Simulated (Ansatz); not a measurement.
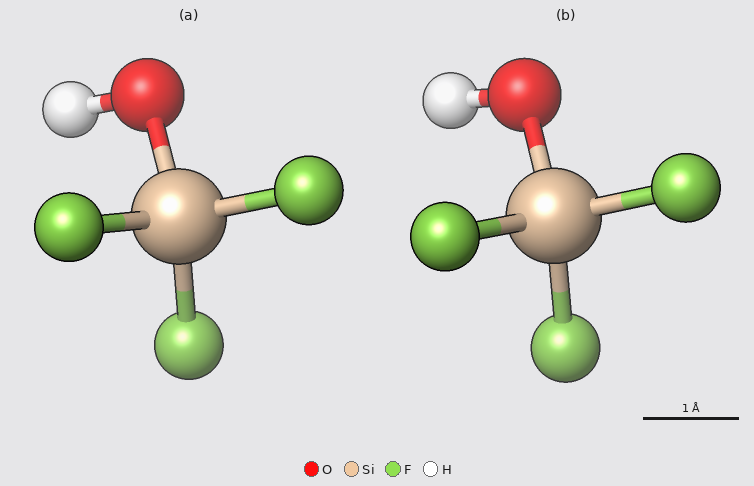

The structure of SiHOF$_{3}$ (coarse preliminary run) before (left) and after (right) a relaxation, at one scale.

The picture is a ball-and-stick view, seen from a free direction.

The start comes from a force field.

Theory: Ansatz, RKS PBE-D4/def2-SVP. Settings: force threshold 0.03 eV/Å; at most 200 steps.

Q: Summarise the run.

A: The atom that moves furthest after the best rigid fit is an F atom (0.11 Å). Largest moves by element: F 0.11 Å, H 0.11 Å, O 0.03 Å, Si 0.02 Å. Some distances before and after: F–Si 1.575 → 1.613 Å, H–O 1.002 → 0.972 Å, F–Si 1.626 → 1.614 Å, O–Si 1.632 → 1.637 Å. Among the angles between lasting bonds that change: Si–O–H 112.3° → 117.6°, O–Si–F 107.8° → 112.7°, F–Si–F 111.1° → 106.6°. After 5 geometry steps the energy has fallen by 2.35 kcal/mol. The largest force component goes from 1.5 to 0.011 eV/Å.
